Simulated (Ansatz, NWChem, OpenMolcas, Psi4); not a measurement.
# Computed against measured: dipole moment

8 molecules of light elements (H to F); the dipole moment in D, computed less measured. Shapes, held fixed at every level: PBE0-D4/def2-TZVP. No vibrational averaging. Dipoles are compared by magnitude; molecules under 1 D, whose direction can flip, are left out. Programs: Ansatz 0.2.0, NWChem 7.3.0, OpenMolcas 26.06, Psi4 1.11. A level may come from different programs for different species; with the same settings they agree closely. Measured values: NIST CCCBDB.

Levels: A = HF/def2-SVP; B = SVWN5/STO-3G; C = B3LYP/6-31G* (spherical functions); D = PBE0/def2-SVP.

```tsv
molecule	measured	A	B	C	D
HCN (hydrogen cyanide)	2.98	+0.21	-0.66	-0.08	-0.09
NOF (nitrosyl fluoride)	1.81	-0.24	-1.41	-0.70	-0.56
HNO (nitroxyl)	1.67	+0.38	-0.37	-0.05	+0.04
H2CO (formaldehyde)	2.33	+0.40	-1.07	-0.19	-0.14
CHFO (formyl fluoride)	2.02	+0.44	-0.68	-0.05	-0.01
CH3F (fluoromethane)	1.85	+0.29	-0.99	-0.16	-0.04
CH3N (methanimine)	2.00	+0.20	-0.23	-0.06	-0.07
CH4O (methanol)	1.70	+0.18	-0.32	-0.04	-0.03
```

(1) Which level does best on this set, which worst, and which err to one side?

## Answers

(1) 
```
                             level           kind  mean error  mean absolute error  worst case
                       HF/def2-SVP   Hartree–Fock      +0.232                0.292        CHFO
                      SVWN5/STO-3G            LDA      -0.716                0.716         NOF
B3LYP/6-31G* (spherical functions)  global hybrid      -0.166                0.166         NOF
                     PBE0/def2-SVP  global hybrid      -0.113                0.123         NOF
```

On this set PBE0/def2-SVP has the smallest mean absolute error and SVWN5/STO-3G the largest. HF/def2-SVP is too high in 7 of 8; SVWN5/STO-3G is too low in 8 of 8; B3LYP/6-31G* (spherical functions) is too low in 8 of 8; PBE0/def2-SVP is too low in 7 of 8. The levels differ in basis as well as in method. The tabulated value of NOF is in doubt (older tables, estimates, or at odds with other calculations) and kept here. Over the 7 molecules whose values aren't doubted the mean absolute errors are A 0.300; B 0.617; C 0.090; D 0.060. The set is small.

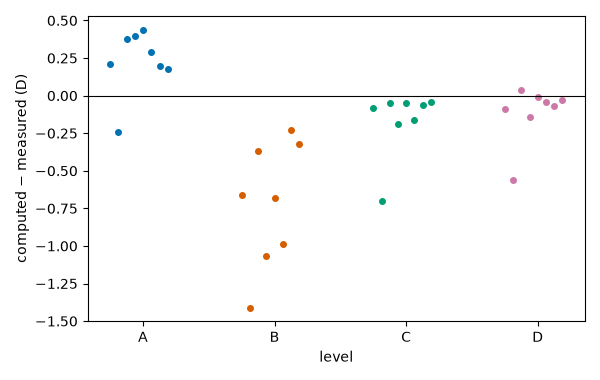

Errors of each level, one point a molecule.
